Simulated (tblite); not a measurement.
## C2H10F3PSi3: geometry relaxation (part 2 of 2)

Continued. System: C2H10F3PSi3. Method: GFN2-xTB geometry optimisation, gas phase (tblite 0.8.0). It belongs to a series of runs on one base structure; here: SiH2 inserted into a F-C bond.

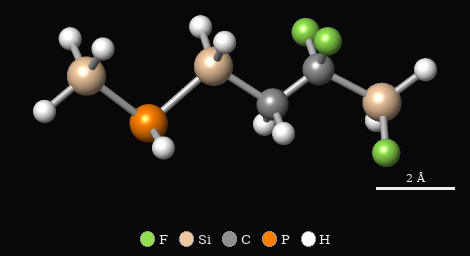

The geometry at step 64 of the log (ball-and-stick view, seen at a tilt).

Trajectory as extended XYZ, continued
```
19
Properties=species:S:1:pos:R:3:forces:R:3 step=44 energy=-853.35806
F     3.9585   -1.1894   -0.3914   -0.0060   0.0050  -0.0110
Si    3.8244    0.3249    0.1312   -0.0060  -0.0030  -0.0030
C     1.9768    0.4729    0.7004    0.0140   0.0070   0.0070
F     1.7083    1.7912    1.0039    0.0080   0.0050  -0.0020
F     1.8346   -0.1705    1.9106    0.0050   0.0070   0.0030
C     0.9295   -0.0381   -0.2638    0.0020   0.0020   0.0010
Si   -0.8270    0.1839    0.4597   -0.0400  -0.0050   0.0060
P    -2.2693   -0.4453   -1.1296    0.0090   0.0120   0.0210
Si   -4.1791   -0.3266    0.0120    0.0030  -0.0060  -0.0100
H     4.0391    1.1805   -1.0211   -0.0070  -0.0070   0.0070
H     4.7148    0.4579    1.2662   -0.0140  -0.0070  -0.0050
H     1.1468   -1.0846   -0.4751   -0.0010  -0.0110   0.0050
H     1.0298    0.5131   -1.1984    0.0040   0.0040  -0.0110
H    -0.9347   -0.5862    1.7026    0.0050  -0.0060   0.0100
H    -1.0706    1.6029    0.7224    0.0010   0.0100   0.0020
H    -2.0910   -1.8013   -0.9514    0.0050  -0.0070  -0.0090
H    -5.2032   -0.9436   -0.8296   -0.0070   0.0000  -0.0060
H    -4.4653    1.0889    0.2329    0.0090  -0.0050  -0.0080
H    -4.1324   -1.0213    1.3005    0.0140   0.0050   0.0020
19
Properties=species:S:1:pos:R:3:forces:R:3 step=47 energy=-853.35847
F     3.9595   -1.1889   -0.4021   -0.0110   0.0080  -0.0090
Si    3.8267    0.3232    0.1276   -0.0200  -0.0010   0.0090
C     1.9800    0.4763    0.7005   -0.0110  -0.0080  -0.0140
F     1.7145    1.7966    0.9993    0.0110  -0.0120  -0.0020
F     1.8387   -0.1629    1.9133    0.0080   0.0150  -0.0030
C     0.9289   -0.0369   -0.2598    0.0080  -0.0050  -0.0090
Si   -0.8280    0.1851    0.4658    0.0140   0.0030   0.0070
P    -2.2681   -0.4419   -1.1229   -0.0070  -0.0070  -0.0210
Si   -4.1829   -0.3291    0.0090    0.0010  -0.0040  -0.0040
H     4.0420    1.1831   -1.0215   -0.0040  -0.0080   0.0110
H     4.7120    0.4472    1.2677   -0.0050  -0.0040  -0.0120
H     1.1437   -1.0845   -0.4699    0.0060  -0.0080   0.0220
H     1.0296    0.5083   -1.1983   -0.0060   0.0170   0.0050
H    -0.9327   -0.5867    1.7071    0.0020  -0.0120   0.0240
H    -1.0671    1.6041    0.7296   -0.0070   0.0180   0.0050
H    -2.0910   -1.7995   -0.9518    0.0090   0.0060  -0.0050
H    -5.2040   -0.9466   -0.8350   -0.0070  -0.0100  -0.0110
H    -4.4749    1.0851    0.2257    0.0090   0.0100  -0.0010
H    -4.1367   -1.0225    1.2978    0.0090   0.0020   0.0080
19
Properties=species:S:1:pos:R:3:forces:R:3 step=51 energy=-853.35903
F     3.9590   -1.1871   -0.4182   -0.0180  -0.0080  -0.0070
Si    3.8255    0.3201    0.1241    0.0070  -0.0050  -0.0060
C     1.9822    0.4793    0.6990    0.0010   0.0000   0.0050
F     1.7245    1.8019    0.9929   -0.0100   0.0040  -0.0120
F     1.8452   -0.1509    1.9167   -0.0090  -0.0050   0.0020
C     0.9275   -0.0360   -0.2554   -0.0110  -0.0030   0.0110
Si   -0.8283    0.1874    0.4753   -0.0020  -0.0010  -0.0010
P    -2.2666   -0.4390   -1.1194    0.0090   0.0070  -0.0040
Si   -4.1867   -0.3330    0.0040   -0.0010   0.0040  -0.0010
H     4.0435    1.1842   -1.0202    0.0010   0.0090   0.0000
H     4.7071    0.4330    1.2672    0.0100   0.0000  -0.0010
H     1.1406   -1.0854   -0.4587    0.0070   0.0000   0.0070
H     1.0276    0.5058   -1.1964   -0.0150   0.0000   0.0140
H    -0.9321   -0.5894    1.7161    0.0050   0.0130  -0.0100
H    -1.0666    1.6081    0.7396   -0.0030  -0.0150   0.0030
H    -2.0881   -1.7969   -0.9536    0.0120   0.0040   0.0000
H    -5.2066   -0.9519   -0.8422    0.0110  -0.0070   0.0040
H    -4.4815    1.0820    0.2160    0.0080  -0.0010   0.0010
H    -4.1361   -1.0230    1.2952   -0.0020   0.0050  -0.0050
19
Properties=species:S:1:pos:R:3:forces:R:3 step=54 energy=-853.35941
F     3.9532   -1.1880   -0.4293   -0.0160   0.0010   0.0000
Si    3.8254    0.3170    0.1212    0.0000   0.0000  -0.0010
C     1.9824    0.4805    0.6986    0.0150   0.0100   0.0150
F     1.7284    1.8054    0.9864   -0.0100   0.0000  -0.0010
F     1.8469   -0.1448    1.9192   -0.0080   0.0050   0.0040
C     0.9246   -0.0365   -0.2505    0.0320  -0.0010   0.0070
Si   -0.8281    0.1887    0.4805   -0.0460  -0.0190  -0.0210
P    -2.2641   -0.4365   -1.1195    0.0040   0.0120   0.0270
Si   -4.1883   -0.3343    0.0010    0.0340   0.0020  -0.0140
H     4.0445    1.1868   -1.0188    0.0020   0.0030   0.0030
H     4.7066    0.4252    1.2660    0.0040  -0.0070  -0.0140
H     1.1403   -1.0859   -0.4499   -0.0060  -0.0080  -0.0130
H     1.0225    0.5050   -1.1914   -0.0110  -0.0080  -0.0080
H    -0.9303   -0.5887    1.7200   -0.0020   0.0030   0.0050
H    -1.0672    1.6079    0.7458   -0.0050   0.0050   0.0060
H    -2.0827   -1.7944   -0.9553    0.0090   0.0050   0.0000
H    -5.2053   -0.9568   -0.8457    0.0080  -0.0070   0.0030
H    -4.4828    1.0807    0.2108    0.0020   0.0030   0.0020
H    -4.1356   -1.0219    1.2930   -0.0050   0.0020  -0.0010
19
Properties=species:S:1:pos:R:3:forces:R:3 step=57 energy=-853.35989
F     3.9429   -1.1880   -0.4482   -0.0130   0.0060   0.0060
Si    3.8259    0.3128    0.1162   -0.0120   0.0060   0.0040
C     1.9852    0.4842    0.6992   -0.0120   0.0030   0.0020
F     1.7338    1.8117    0.9756   -0.0030   0.0040   0.0160
F     1.8497   -0.1327    1.9240    0.0050   0.0170   0.0130
C     0.9236   -0.0377   -0.2424   -0.0030  -0.0030  -0.0080
Si   -0.8308    0.1890    0.4880    0.0200   0.0040   0.0120
P    -2.2601   -0.4303   -1.1154   -0.0010  -0.0060  -0.0130
Si   -4.1890   -0.3369   -0.0056    0.0090   0.0030   0.0060
H     4.0476    1.1914   -1.0165    0.0030   0.0000   0.0040
H     4.7062    0.4090    1.2627    0.0110  -0.0130  -0.0170
H     1.1394   -1.0880   -0.4376   -0.0090  -0.0020  -0.0220
H     1.0140    0.5012   -1.1855    0.0080  -0.0180  -0.0150
H    -0.9272   -0.5868    1.7282   -0.0150  -0.0090   0.0130
H    -1.0678    1.6077    0.7579   -0.0060   0.0050   0.0010
H    -2.0743   -1.7882   -0.9568    0.0040   0.0030  -0.0020
H    -5.2022   -0.9665   -0.8525    0.0190   0.0000   0.0040
H    -4.4881    1.0778    0.2017   -0.0020   0.0000  -0.0020
H    -4.1385   -1.0204    1.2889   -0.0040   0.0000  -0.0010
19
Properties=species:S:1:pos:R:3:forces:R:3 step=61 energy=-853.36087
F     3.9158   -1.1860   -0.4807   -0.0130   0.0010   0.0060
Si    3.8216    0.3070    0.1084    0.0040   0.0040  -0.0020
C     1.9864    0.4923    0.7020   -0.0060  -0.0040  -0.0130
F     1.7407    1.8244    0.9613   -0.0170  -0.0050  -0.0050
F     1.8556   -0.1039    1.9378   -0.0050   0.0010  -0.0130
C     0.9209   -0.0412   -0.2298   -0.0330   0.0070  -0.0020
Si   -0.8313    0.1902    0.5058    0.0130   0.0110   0.0200
P    -2.2506   -0.4194   -1.1115    0.0360   0.0070  -0.0040
Si   -4.1851   -0.3398   -0.0156   -0.0220   0.0030   0.0170
H     4.0544    1.2003   -1.0100   -0.0040   0.0050  -0.0060
H     4.7111    0.3739    1.2488    0.0180  -0.0140   0.0030
H     1.1343   -1.0927   -0.4236    0.0030   0.0080   0.0190
H     1.0011    0.4872   -1.1800    0.0270   0.0080   0.0050
H    -0.9279   -0.5865    1.7475   -0.0170   0.0010  -0.0180
H    -1.0718    1.6087    0.7803    0.0060  -0.0150  -0.0050
H    -2.0556   -1.7762   -0.9610   -0.0060  -0.0160  -0.0040
H    -5.1873   -0.9848   -0.8630    0.0100   0.0030  -0.0110
H    -4.4973    1.0730    0.1842   -0.0030   0.0030  -0.0050
H    -4.1448   -1.0173    1.2812    0.0090  -0.0070   0.0180
19
Properties=species:S:1:pos:R:3:forces:R:3 step=64 energy=-853.36136
F     3.9021   -1.1856   -0.4909   -0.0090   0.0020   0.0040
Si    3.8193    0.3052    0.1055    0.0040   0.0040   0.0040
C     1.9849    0.4947    0.7022    0.0060   0.0110   0.0020
F     1.7404    1.8281    0.9563   -0.0150   0.0030  -0.0120
F     1.8561   -0.0938    1.9419   -0.0060  -0.0130  -0.0130
C     0.9166   -0.0416   -0.2250    0.0350   0.0070   0.0000
Si   -0.8316    0.1915    0.5136   -0.0180  -0.0100  -0.0190
P    -2.2426   -0.4163   -1.1119   -0.0160  -0.0070   0.0320
Si   -4.1822   -0.3400   -0.0173    0.0270  -0.0070  -0.0050
H     4.0550    1.2040   -1.0082   -0.0070   0.0010  -0.0040
H     4.7154    0.3604    1.2422    0.0030  -0.0140  -0.0050
H     1.1314   -1.0932   -0.4162   -0.0050   0.0000   0.0190
H     0.9987    0.4837   -1.1767    0.0090   0.0110   0.0000
H    -0.9321   -0.5871    1.7521   -0.0140  -0.0090   0.0020
H    -1.0742    1.6079    0.7871    0.0050   0.0150   0.0040
H    -2.0479   -1.7745   -0.9646   -0.0070   0.0030  -0.0030
H    -5.1791   -0.9902   -0.8662    0.0030   0.0010  -0.0130
H    -4.4976    1.0727    0.1774   -0.0040   0.0020  -0.0020
H    -4.1425   -1.0166    1.2808    0.0090   0.0020   0.0080
19
Properties=species:S:1:pos:R:3:forces:R:3 step=68 energy=-853.36197
F     3.8803   -1.1829   -0.5111   -0.0060   0.0010   0.0000
Si    3.8179    0.3031    0.1004    0.0000  -0.0020  -0.0030
C     1.9861    0.5023    0.7027    0.0020   0.0060   0.0070
F     1.7395    1.8374    0.9436    0.0030   0.0100   0.0070
F     1.8583   -0.0768    1.9468    0.0030  -0.0020   0.0050
C     0.9160   -0.0411   -0.2166   -0.0060   0.0000   0.0010
Si   -0.8322    0.1929    0.5255    0.0160   0.0100   0.0000
P    -2.2347   -0.4102   -1.1050   -0.0160  -0.0040  -0.0210
Si   -4.1777   -0.3432   -0.0219   -0.0190  -0.0010   0.0070
H     4.0567    1.2103   -1.0059   -0.0040  -0.0010   0.0020
H     4.7223    0.3297    1.2315   -0.0020  -0.0050  -0.0020
H     1.1267   -1.0949   -0.3984    0.0100  -0.0010   0.0040
H     0.9968    0.4782   -1.1719   -0.0050  -0.0030  -0.0010
H    -0.9411   -0.5892    1.7621    0.0000  -0.0010  -0.0100
H    -1.0757    1.6091    0.8028    0.0090   0.0000   0.0010
H    -2.0382   -1.7687   -0.9685   -0.0040  -0.0050   0.0040
H    -5.1656   -1.0010   -0.8773    0.0140   0.0050   0.0030
H    -4.5041    1.0692    0.1638    0.0010  -0.0150   0.0010
H    -4.1410   -1.0148    1.2797    0.0050   0.0080  -0.0060
19
Properties=species:S:1:pos:R:3:forces:R:3 step=71 energy=-853.36211
F     3.8743   -1.1821   -0.5168   -0.0050  -0.0020  -0.0020
Si    3.8181    0.3023    0.0990   -0.0050   0.0010   0.0000
C     1.9872    0.5049    0.7030   -0.0020   0.0010   0.0000
F     1.7404    1.8408    0.9402    0.0050  -0.0030   0.0120
F     1.8600   -0.0724    1.9480    0.0030   0.0090   0.0030
C     0.9166   -0.0413   -0.2145    0.0000   0.0010   0.0030
Si   -0.8306    0.1941    0.5282   -0.0130  -0.0020  -0.0110
P    -2.2358   -0.4083   -1.1033    0.0090   0.0030   0.0000
Si   -4.1800   -0.3444   -0.0225    0.0050  -0.0020  -0.0030
H     4.0586    1.2126   -1.0042   -0.0030   0.0010  -0.0020
H     4.7239    0.3214    1.2289    0.0000  -0.0040   0.0010
H     1.1277   -1.0957   -0.3933    0.0100   0.0040   0.0020
H     0.9958    0.4757   -1.1712    0.0000  -0.0060  -0.0010
H    -0.9405   -0.5898    1.7639    0.0010   0.0020  -0.0140
H    -1.0725    1.6103    0.8073    0.0070   0.0000   0.0000
H    -2.0373   -1.7669   -0.9682   -0.0060   0.0000   0.0040
H    -5.1611   -1.0043   -0.8819   -0.0070  -0.0070  -0.0060
H    -4.5101    1.0663    0.1606   -0.0030   0.0050   0.0040
H    -4.1444   -1.0140    1.2790    0.0040  -0.0020   0.0100
19
Properties=species:S:1:pos:R:3:forces:R:3 step=74 energy=-853.36230
F     3.8658   -1.1816   -0.5215   -0.0040   0.0000  -0.0040
Si    3.8166    0.3017    0.0977   -0.0010  -0.0010   0.0040
C     1.9872    0.5082    0.7046   -0.0030   0.0000   0.0020
F     1.7413    1.8441    0.9417    0.0020  -0.0010   0.0020
F     1.8613   -0.0673    1.9506    0.0000   0.0020   0.0040
C     0.9164   -0.0406   -0.2117    0.0120   0.0010   0.0000
Si   -0.8317    0.1957    0.5271   -0.0060  -0.0060  -0.0090
P    -2.2352   -0.4077   -1.1053   -0.0030  -0.0040   0.0100
Si   -4.1797   -0.3458   -0.0226    0.0240  -0.0020  -0.0090
H     4.0572    1.2143   -1.0037   -0.0010   0.0000  -0.0010
H     4.7257    0.3122    1.2253   -0.0040   0.0000  -0.0020
H     1.1305   -1.0950   -0.3870   -0.0010   0.0030   0.0020
H     0.9950    0.4728   -1.1704    0.0070  -0.0010  -0.0010
H    -0.9436   -0.5907    1.7602   -0.0010  -0.0040   0.0010
H    -1.0693    1.6113    0.8109    0.0000   0.0040  -0.0040
H    -2.0378   -1.7667   -0.9676   -0.0030   0.0100   0.0020
H    -5.1564   -1.0072   -0.8856   -0.0130  -0.0110   0.0010
H    -4.5122    1.0643    0.1587   -0.0050   0.0110   0.0050
H    -4.1411   -1.0126    1.2807    0.0000  -0.0010  -0.0010
19
Properties=species:S:1:pos:R:3:forces:R:3 step=78 energy=-853.36239
F     3.8619   -1.1813   -0.5240   -0.0040   0.0010  -0.0030
Si    3.8151    0.3013    0.0973   -0.0010  -0.0010  -0.0040
C     1.9867    0.5094    0.7064    0.0040   0.0000   0.0020
F     1.7414    1.8454    0.9432   -0.0010   0.0000   0.0000
F     1.8611   -0.0654    1.9527   -0.0020   0.0000  -0.0010
C     0.9171   -0.0399   -0.2105   -0.0040   0.0000   0.0010
Si   -0.8324    0.1955    0.5261    0.0050   0.0040   0.0050
P    -2.2343   -0.4076   -1.1068    0.0060   0.0060  -0.0090
Si   -4.1768   -0.3462   -0.0241   -0.0190   0.0060   0.0030
H     4.0550    1.2138   -1.0044    0.0000   0.0000   0.0020
H     4.7250    0.3089    1.2239    0.0020   0.0010   0.0030
H     1.1313   -1.0944   -0.3847    0.0010  -0.0020   0.0030
H     0.9961    0.4720   -1.1699    0.0090   0.0020   0.0020
H    -0.9458   -0.5914    1.7592    0.0000  -0.0010  -0.0040
H    -1.0700    1.6113    0.8109    0.0000  -0.0030  -0.0060
H    -2.0372   -1.7657   -0.9676    0.0010  -0.0060   0.0010
H    -5.1566   -1.0094   -0.8842    0.0040   0.0010   0.0110
H    -4.5101    1.0646    0.1584   -0.0010  -0.0060   0.0000
H    -4.1373   -1.0116    1.2803    0.0010  -0.0010  -0.0060
19
Properties=species:S:1:pos:R:3:forces:R:3 step=81 energy=-853.36248
F     3.8548   -1.1807   -0.5291   -0.0010   0.0020  -0.0010
Si    3.8142    0.3003    0.0963    0.0000   0.0010   0.0010
C     1.9873    0.5113    0.7084    0.0020   0.0000   0.0000
F     1.7423    1.8476    0.9435    0.0010  -0.0010   0.0010
F     1.8613   -0.0623    1.9552   -0.0010   0.0020  -0.0020
C     0.9185   -0.0391   -0.2087    0.0010  -0.0030   0.0020
Si   -0.8316    0.1962    0.5258   -0.0030   0.0010  -0.0020
P    -2.2335   -0.4061   -1.1080    0.0010   0.0030   0.0000
Si   -4.1771   -0.3456   -0.0257   -0.0080   0.0010   0.0030
H     4.0545    1.2148   -1.0036    0.0010   0.0000   0.0010
H     4.7252    0.3035    1.2220    0.0040  -0.0010   0.0020
H     1.1331   -1.0940   -0.3795    0.0000  -0.0040  -0.0030
H     1.0003    0.4708   -1.1690    0.0010   0.0000   0.0040
H    -0.9470   -0.5936    1.7569    0.0010   0.0020  -0.0030
H    -1.0678    1.6120    0.8101   -0.0020   0.0010  -0.0020
H    -2.0377   -1.7644   -0.9665    0.0020  -0.0020  -0.0030
H    -5.1558   -1.0139   -0.8825    0.0000   0.0020   0.0020
H    -4.5141    1.0637    0.1583   -0.0010  -0.0020  -0.0040
H    -4.1366   -1.0112    1.2782    0.0030  -0.0020   0.0030
```

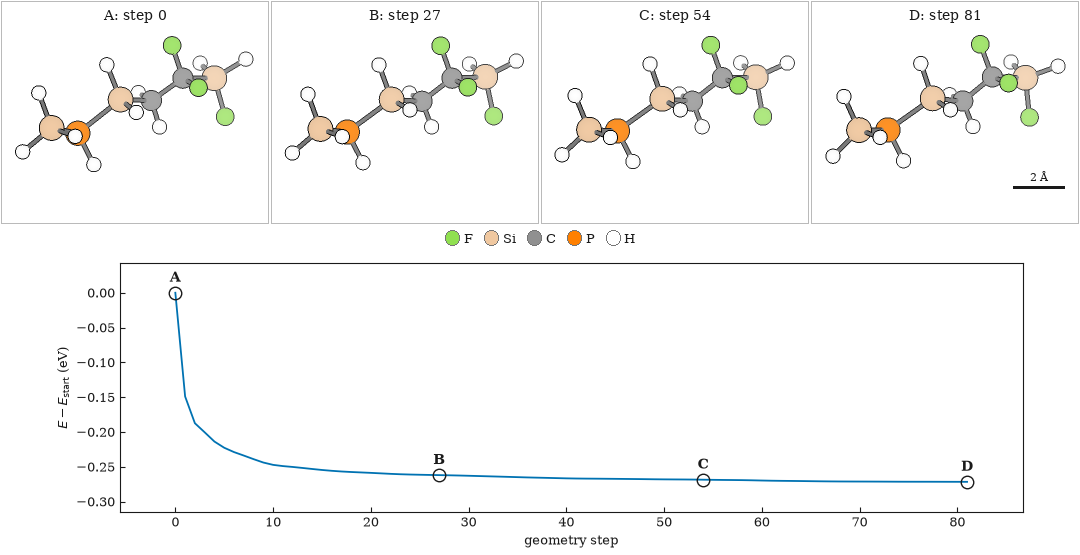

Frames of the relaxation (ball-and-stick view, seen at a tilt) above the curves, on which the letters mark them (steps are counted from 0).

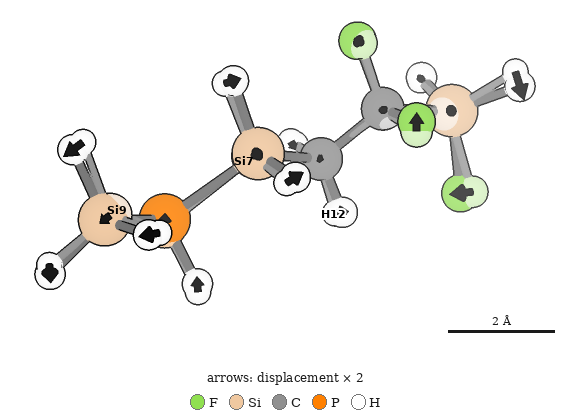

Start (faint) and end (solid) with the displacements as black arrows, magnified 2 times (ball-and-stick view, seen at a tilt). The two geometries are laid on each other by the best rigid fit. H11 moves most after the best rigid fit: 0.29 Å. By element the largest moves are H 0.29 Å, F 0.25 Å, Si 0.14 Å, P 0.14 Å, C 0.07 Å. Among the contacts that change: Si2–C3 1.859 → 1.938 Å, C6–Si7 1.856 → 1.913 Å, Si2–H11 1.496 → 1.448 Å, P8–H16 1.416 → 1.380 Å. Among the angles that change: H10–Si2–H11 107.9° → 118.9°, P8–Si7–H14 108.0° → 114.8°, F1–Si2–C3 109.6° → 104.3°. The energy falls by 0.272 eV in 81 geometry steps. Largest force component: 2.5 eV/Å at the start, 0.008 eV/Å at the end. (Atoms are counted from 1 in the order of the input.)

This output came from the following input.

Input file
```
{"job": {"kind": "relax", "xc": "GFN2-xTB", "basis": "xTB"}, "charge": 0, "multiplicity": 1}
F      3.994100    -1.232800    -0.332700
Si     3.726900     0.284400     0.151700
C      1.973100     0.450600     0.744000
F      1.746600     1.772900     1.043300
F      1.821000    -0.237300     1.916600
C      0.884700    -0.006300    -0.243900
Si    -0.851500     0.190900     0.382300
P     -2.233600    -0.521000    -1.187800
Si    -4.066200    -0.291800     0.023800
H      4.001400     1.172600    -0.994600
H      4.722100     0.596400     1.223800
H      1.042700    -1.066300    -0.486000
H      0.975300     0.562800    -1.166000
H     -1.068900    -0.636700     1.594800
H     -1.166400     1.620600     0.654100
H     -2.064400    -1.913200    -0.989200
H     -5.206300    -0.864300    -0.731100
H     -4.319900     1.146700     0.270800
H     -3.920500    -1.018900     1.308300
```

The first line tells a small driver script what to run in tblite; the rest is the geometry in Å.

Launched with:
```bash
OMP_NUM_THREADS=1 python <driver script> task.json out
```

Key numbers

| quantity | value |
| --- | --- |
| outcome | converged |
| total energy | −853.3625 eV |
| hardware | 1 CPU thread, shared host |
| wall time | 0.75 s |
| peak memory | 0.18 GiB |
